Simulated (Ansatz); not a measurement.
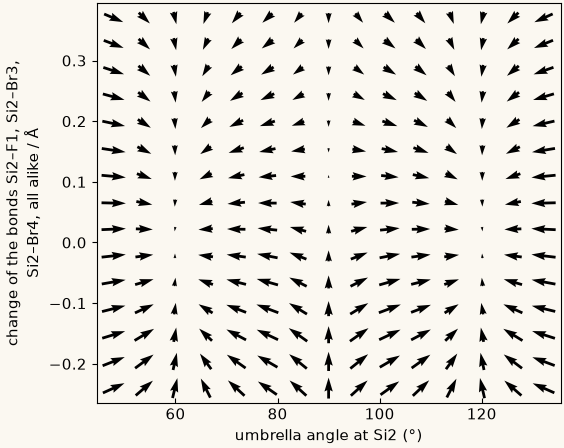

Br2FSi, SMILES F[Si-](Br)Br, charge −1. First axis: umbrella angle at Si2 (between each of its bonds and their common axis; 90 is planar). Second axis: change of the bonds Si2–F1, Si2–Br3, Si2–Br4, all alike. Nothing is relaxed (all other coordinates rigid). The scan uses a 15 × 15 grid; 120 points were computed and 105 follow by symmetry. Points are written as (first, second). Theory: RKS PBE0-D4/def2-SVPD (Ansatz 0.2.0).

Drawn: arrows along the force (downhill), their lengths compressed.

### The arrows alone are given. Where are the wells?

The arrows converge at about (60°, 0.000 Å); about (120°, 0.00 Å) (read from the interpolated surface).

The energy map of the same scan:

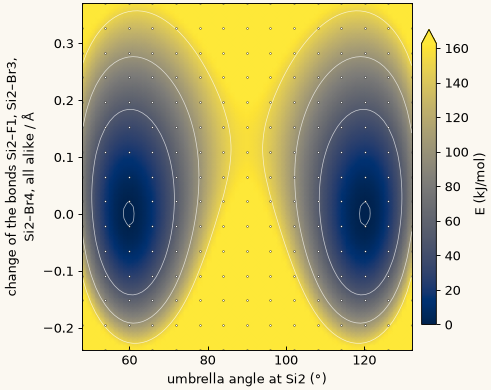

Energies are in kJ/mol, from the lowest grid point; between grid points the surface is interpolated.
